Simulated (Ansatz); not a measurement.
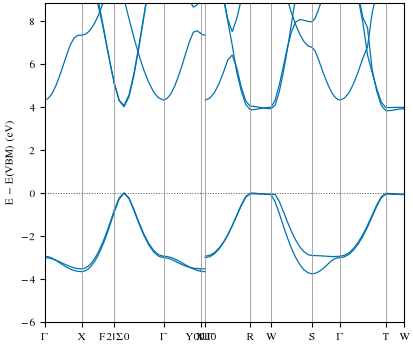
Figure. Band structure from PBE (plane waves, PAW; program Ansatz)

The gap is 3.83 eV; an edge lies off the plotted path or next to a special point (maximum off the standard path, minimum at T).

The material is BN in space group Immm (No. 71; B on 2a, N on 2b).

A made-up cell: these elements were put on the sites of a structure type; neither database checked (COD, Materials Project) lists it. It is not the phase usual at ambient conditions (space group No. 186, 194, 216). The PBE relaxation kept the symmetry of its start; its stability against distortions is not shown here.

Potentials: the later of the program's two PAW sets.
